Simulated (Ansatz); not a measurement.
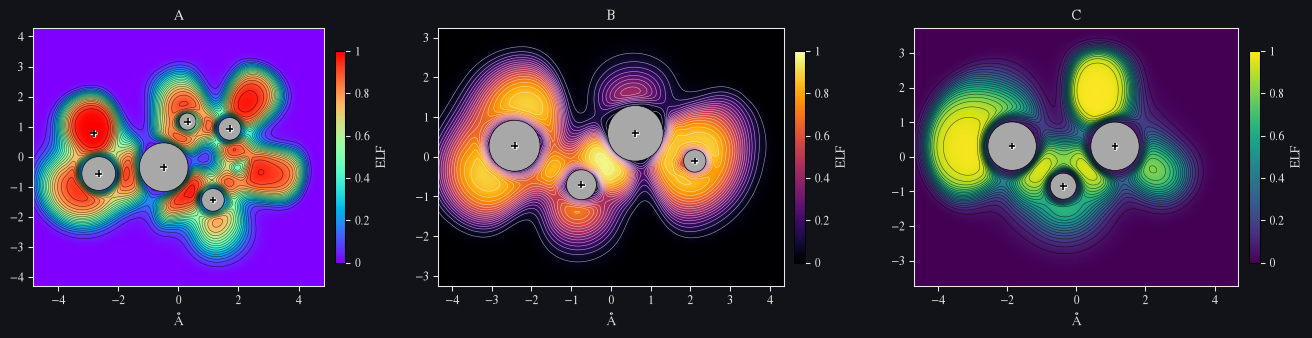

The electron localisation function of 3 systems, each on a plane through atoms (crosses mark nuclei in the plane; grey discs cover the cores).

The calculation used Ansatz, RKS PBE0-D4/def2-TZVPP.

System 1: C2H7FSi2, the plane of atoms Si2, C3 and Si4. Geometry: PBE0-D4/def2-TZVP.

```xyz
12

C    -1.4935    0.5529   -0.4531
Si   -0.0464   -0.6050   -0.6574
C     0.9838   -0.6864    0.9228
Si    2.3726    0.5445    0.6337
F     1.5201    1.9187    0.8068
H    -2.1834    0.1820    0.3087
H    -1.1387    1.5385   -0.1429
H    -2.0442    0.6633   -1.3896
H    -0.4724   -1.9656   -1.0832
H     1.3871   -1.6935    1.0597
H     0.3452   -0.4231    1.7722
H     0.8468   -0.0813   -1.7438
```

System 2: CH5BrOSi (SMILES O[SiH2]CBr), the plane of atoms Si2, C3 and Br4. Geometry: PBE0-D4/def2-TZVP.

```
atom    x (Å)    y (Å)    z (Å)
   O  -0.5435   1.8285  -0.3581
  Si   0.2425   0.5951   0.4027
   C  -0.2932  -1.0748  -0.2654
  Br   0.6707  -2.4089   0.7768
   H  -0.1858   2.1530  -1.1847
   H  -0.1318   0.6699   1.8312
   H   1.7130   0.7056   0.2193
   H  -1.3553  -1.2742  -0.1301
   H  -0.0281  -1.2405  -1.3089
```

System 3: C2H6AlNOS (SMILES [SH][Al]1[CH2]NC[O]1), the plane of atoms C3, Al2 and O6. Geometry: PBE0-D4/def2-TZVP.

| atom | x (Å) | y (Å) | z (Å) |
| --- | --- | --- | --- |
| S | 0.9818 | 3.2144 | 0.2639 |
| Al | 0.3604 | 1.1322 | 0.1795 |
| C | 0.7626 | -0.6132 | 0.9881 |
| N | 0.1056 | -1.4674 | -0.0273 |
| C | -1.0507 | -0.8227 | -0.6182 |
| O | -0.8535 | 0.5605 | -0.8873 |
| H | 0.0926 | 3.5581 | -0.6862 |
| H | 0.2956 | -0.7725 | 1.9662 |
| H | 1.8088 | -0.8995 | 1.0949 |
| H | 0.7706 | -1.6809 | -0.7604 |
| H | -1.2970 | -1.3402 | -1.5489 |
| H | -1.8998 | -0.9242 | 0.0697 |

Which map belongs to which system?

Panel A is system 3, C2H6AlNOS: the plane holds S, Al, C, O and H. C–O (1.42 Å): the ELF peaks at about 0.85 between the atoms (a shared but strongly polarised pair). Panel B is system 2, CH5BrOSi: the plane holds O, Si, C and Br. Si–O (1.65 Å): the ELF peaks at about 0.85 between the atoms: a polar covalent bond. Panel C is system 1, C2H7FSi2: the plane holds Si and C. C–Si (1.89 Å): the ELF peaks at about 0.95 between the atoms (a covalent bond).
